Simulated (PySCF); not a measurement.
# C4N4Sn (Sn(CN)4): the cost of one run

Programs: PySCF 2.14.0, with routines of our own; each step states its level. All values are computed. Atoms count from 0.

## (1) The starting structure

9 atoms, charge 0, multiplicity 1; geometry from: GFN2-xTB.

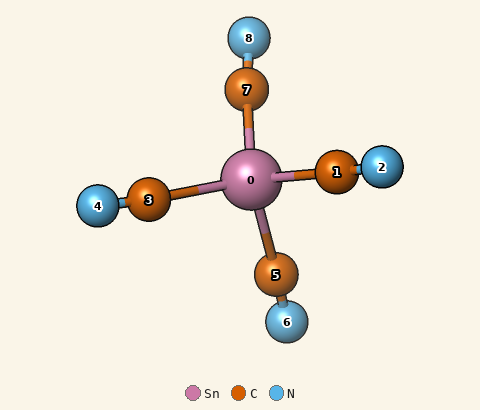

The starting geometry (tin pink, carbon orange, nitrogen blue); sticks join atoms by distance alone.

## (2) Relaxing the molecule at PBE0-D3(BJ)/def2-SVP

The job: settings as JSON, then the geometry in Å.

```
{"job": {"xc": "PBE0", "basis": "def2-SVP", "d3": "d3bj", "grid": 1, "maxiter": 30, "shake": 0.03, "kind": "geom"}, "charge": 0, "multiplicity": 1}
Sn     0.060370    -0.078540     0.013750
C     -0.008820    -0.020670     2.133450
N     -0.048640    -0.013380     3.254100
C      2.112870    -0.000640    -0.727120
N      3.076950    -0.025740    -1.136000
C     -1.018540     1.765260    -0.704420
N     -1.513590     2.678760    -1.071120
C     -0.967880    -1.723240    -0.739130
N     -1.559980    -2.651260    -1.049170
```

The run is started by

```console
OMP_NUM_THREADS=1 python heavy_run.py task.json out
```

One launch serves the whole session: the jobs run in the order shown.

**Question.** How long does this first job take on 1 thread of Arm Neoverse V1, shared host, and how much memory does it need?

About 1.7 min, with a peak of 0.52 GiB.
